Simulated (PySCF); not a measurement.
# SiH2F (SMILES F[SiH2]) at UM06-2X/STO-6G

Aim: the vertical ionisation energy of SiH2F at UM06-2X/STO-6G, from 2 runs. Input form: a Python script.

The results are computed with PySCF 2.14.0.

10 further runs of the same task are left out: 10 set aside as unsound or not needed.

### Step 1. The molecule

The species is SiH2F (4 atoms), meant as a doublet with charge 0. As SMILES, `F[SiH2]`. Geometry: relaxed at GFN2-xTB.

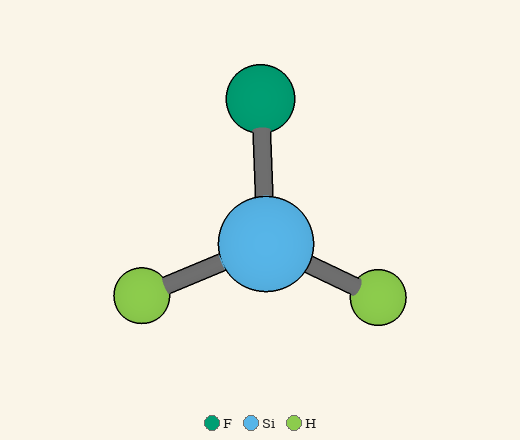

The structure, seen from a chosen angle (fluorine teal, silicon blue, hydrogen green).

### Step 2. The energy at UM06-2X/STO-6G

Input file job.py:

```python
from pyscf import gto, dft

mol = gto.M(
    atom='''
F      1.205590     0.647540    -0.425510
Si    -0.122150    -0.264920    -0.246870
H     -1.219930     0.678520    -0.261640
H      0.136490    -1.061140     0.934020
''',
    verbose=3,
    spin=1,
    basis='sto-6g',
    max_memory=1860,
)

myscf = dft.UKS(mol, xc='m06-2x')
myscf.grids.level = 5
myscf.conv_tol = 1e-10
myscf.kernel()
if not myscf.converged:
    myscf = myscf.newton().run(myscf.mo_coeff, myscf.mo_occ)

e_tot = myscf.e_tot
print('E = %.10f Eh' % e_tot)
```

The run is started by

```sh
$ OMP_NUM_THREADS=1 python job.py
```

Output:

```text
WARN: HOMO -0.0982310404296795 >= LUMO -0.098231040429679

converged SCF energy = -388.83194123335  <S^2> = 0.75093875  2S+1 = 2.0009385
E = -388.8319412333 Eh
```

Run time: 9 s. Hardware: 1 thread of Arm Neoverse N1, shared host; peak memory 0.2 GiB.

### Step 3. The singlet cation

Input file run.py:

```python
from pyscf import gto, dft

system = gto.Mole()
system.atom = [
    ('F', (1.205590, 0.647540, -0.425510)),
    ('Si', (-0.122150, -0.264920, -0.246870)),
    ('H', (-1.219930, 0.678520, -0.261640)),
    ('H', (0.136490, -1.061140, 0.934020)),
]
system.verbose = 3
system.basis = 'sto-6g'
system.charge = 1
system.max_memory = 1860
system.build()

calc0 = dft.RKS(system)
calc0.xc = 'm06-2x'
calc0.grids.level = 5
calc0.conv_tol = 1e-10
calc0.kernel()
if not calc0.converged:
    calc0 = calc0.newton().run(calc0.mo_coeff, calc0.mo_occ)

e_tot = calc0.e_tot
print('Final energy', e_tot)
```

The run is started by

```sh
$ OMP_NUM_THREADS=1 python run.py
```

Output:

```text
converged SCF energy = -388.601729873736
Final energy -388.60172987373574
```

Wall time 5.7 s (1 thread of Arm Neoverse N1, shared host); peak memory 0.18 GiB.

### Step 4. Outcome

Level: UM06-2X/STO-6G.

| quantity | value |
| --- | --- |
| doublet SiH2F: total energy | -388.83194 Eh |
| doublet SiH2F: dipole moment | 1.01 D |
| doublet SiH2F: HOMO energy (highest over α and β) | -3.89 eV |
| doublet SiH2F: LUMO energy (lowest over α and β) | 2.74 eV |
| doublet SiH2F: ⟨S²⟩ | 0.751 |
| singlet cation: total energy | -388.60173 Eh |
| singlet cation: HOMO energy | -16.93 eV |
| singlet cation: LUMO energy | -8.58 eV |
| singlet cation: HOMO–LUMO gap | 8.35 eV |
| vertical ionisation energy (to the singlet cation) | 6.264 eV |

What this shows: Removing an electron at fixed nuclei costs 6.26 eV (604 kJ/mol). Only the singlet of the ionised species was computed; a triplet could lie lower. In a minimal basis such a difference can be off by several eV, whatever the method. Mulliken charges (singlet cation) run from -0.07 on F1 to +1.01 on Si2.
